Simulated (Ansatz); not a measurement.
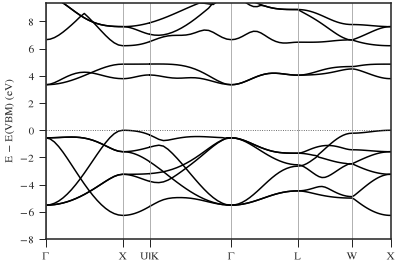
Band structure from LDA (plane waves, PAW; program Ansatz)

Read off the gap and where the band edges lie.

About 3.3 eV (3.35 eV by a search for the band edges); maximum at X, minimum at Γ.

The material is ZrO2 (fluorite, Fm-3m).

This is a known high-temperature phase of the composition, computed here at zero pressure and temperature. The cell was relaxed with LDA under the symmetry of its start; whether a distortion lowers the energy is not shown. No spin polarisation was allowed. Spin–orbit coupling is left out wherever it is not named.

Potentials: the later of the program's two PAW sets.
